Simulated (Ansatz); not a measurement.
Cost and result by functional for the adsorption energy of OH on the 1x1 (100) surface of rock-salt MgO (cut with top plane Mg + O), one in a 2x2 cell, started at the site 'bridge Mg-O (span 2.1 Å)', in Ansatz (plane waves, PAW). Single points on the PBE structure, on one kind of machine; costs are rough ratios of the slab run's core time (references not counted) to the cheapest single point. r2SCAN's cost holds its higher cutoff (500 against 420 eV). Differences are taken against r2SCAN for comparison alone: no measured value is at hand, so the table doesn't rank accuracy. The points keep PBE's geometry, so the relaxation of a polaron and the settling of charge on one site are left out.

Host crystal: rock-salt MgO, with a band gap (PBE, scalar-relativistic without spin-orbit coupling).

Slab: 34 atoms, 6.4 Å thick at the start under the adsorbate (thin: gaps and levels are the slab's own); k 3x3x1, smearing 0.01 eV, dipole-corrected; 16 atoms held, the rest relaxed; no symmetry held; spin-polarised, ending with about 1.0 μB a cell; orders that need a larger cell were not tried, no spin-orbit, no U, no dispersion correction. At the end it is bonded to 2 Mg. In PBE it is, or lies within 0.03 eV of, the lowest of the starts that converged. These notes are the PBE run's. RPBE: The program's check for a lower electronic state was not made. r2SCAN: The program's check for a lower electronic state was not made. Adsorption energies are against H2O(g) − ½ H2(g). A negative adsorption energy means that the adsorbate is more stable on the surface than in its reference.

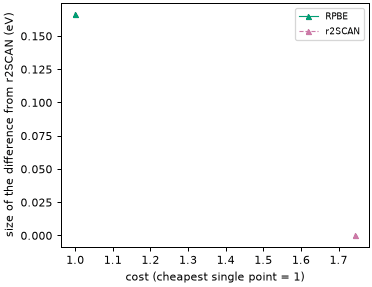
Difference from r2SCAN against cost

| functional | relative cost | adsorption energy (eV) | less r2SCAN (eV) |
|---|---|---|---|
| RPBE | 1 | 2.01 | 0.17 |
| r2SCAN | 2 | 1.84 | 0.00 |
| PBE (the relaxed run's value) | – | 1.95 | 0.11 |

The values span 0.17 eV, while the single points' costs differ by a factor of roughly 2. Differences are of unrounded values.

Ansatz is a program for electronic structure.
